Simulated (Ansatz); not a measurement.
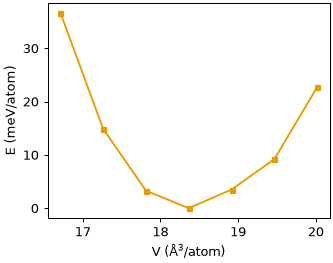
SiGe in space group P-6m2 (No. 187; Ge on 1a, Si on 1f) under volume change, DFT-PBE in the program Ansatz with PAW potentials, shape and atoms relaxed at each volume.

Problem. What does a third-order Birch–Murnaghan fit give for V₀, B₀ and B′?

Solution. V₀ = 18.34 Å³/atom, B₀ = 66.2 GPa, B′ = 5.6.

A made-up cell: these elements were put on the sites of a structure type; neither database checked (COD, Materials Project) lists it. Whether it is the stable phase at ambient conditions was not checked. The PBE relaxation kept the symmetry of its start; its stability against distortions is not shown here.

Potentials: the earlier of the program's two PAW sets.
